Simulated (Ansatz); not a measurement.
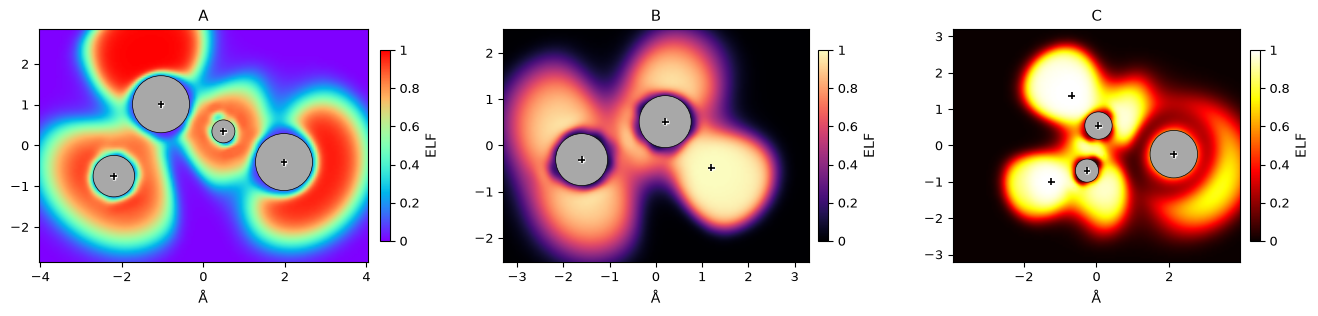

The electron localisation function of 3 systems, each on a plane through atoms (crosses mark nuclei in the plane; grey discs cover the cores).

All numbers below come from Ansatz 0.2.0, isolated molecule in a Gaussian basis; Kohn-Sham density functional theory, functional PBE0.

System 1: CH2NSn (doublet), the molecular plane. Geometry: B3LYP-D3(BJ)/def2-SVP; core potentials replace the inner electrons of Sn.

```xyz
5

C    -2.2938   -0.8841    1.8181
N    -1.1610   -1.1309    1.2786
Sn   -3.0858   -2.0134    0.0821
H    -2.4198   -0.3138    2.7591
H    -0.2847   -0.8032    1.7030
```

System 2: H2S2 (SMILES [S-][SH2+]), the plane of atoms S2, S1 and H3. Geometry: PBE-D3(BJ)/def2-SVP.

```yaml
atoms:
  - { symbol: S, position_ang: [-0.2221, 0.5379, 0.5033] }
  - { symbol: S, position_ang: [-0.2816, -1.4414, 0.3950] }
  - { symbol: H, position_ang: [-0.4925, 1.1075, -0.7551] }
  - { symbol: H, position_ang: [1.0985, 0.9993, 0.3479] }
```

System 3: Cl2OSi2, the plane of atoms Cl2, Si4 and O3. Geometry: PBE0-D3(BJ)/pcseg-1.

```yaml
atoms:
  - { symbol: Cl, position_ang: [-0.8700, -2.4958, 0.3064] }
  - { symbol: Cl, position_ang: [0.4398, 2.0507, 1.4949] }
  - { symbol: O, position_ang: [0.4741, -0.0542, -0.5016] }
  - { symbol: Si, position_ang: [1.6535, 0.8470, 0.2610] }
  - { symbol: Si, position_ang: [-0.7643, -0.9697, -1.1443] }
```

Q: Which map belongs to which system?

A: Panel A is system 3, Cl2OSi2: the plane holds Cl, O and Si. Si–O (1.67 Å): the ELF peaks at about 0.85 between the atoms (a polar covalent bond). Panel B is system 2, H2S2: the plane holds S and H. S–S (1.98 Å): the ELF peaks at about 0.85 between the atoms, as expected for localised, covalent bonding. Panel C is system 1, CH2NSn: the plane holds C, N, Sn and H. C–N (1.28 Å): the ELF peaks at about 0.90 between the atoms; localised, covalent bonding.
